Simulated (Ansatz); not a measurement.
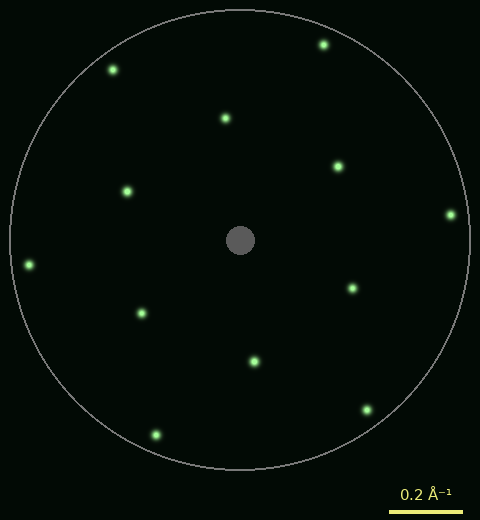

Simulated LEED pattern at 90 eV and normal incidence, from the upper face of a slab model. Spot positions follow from the surface net; brightness is a rough single-scattering estimate from the outer layers, good only for telling present from absent.

Question: Find the real-space surface cell from the pattern.

Answer: The spots form a hexagonal reciprocal net with shortest vectors 0.336 and 0.336 Å⁻¹ at 60.0°. The primitive real-space mesh has edges 3.43 and 3.43 Å at 60.0° (or its supplement) and area 10.2 Å².

The slab has composition PtSeO (3 atoms a cell, 2.2 Å thick). Structure: the geometry relaxed with DFT, PBEsol, plane waves, PAW (Ansatz 0.2.0); the starting structure was generated, so it need not be a known form of this composition.

Question: Which atoms form the outermost layer?

Answer: The highest atoms of the upper face (within 0.6 Å of the top) are O; the spot positions alone do not show this.
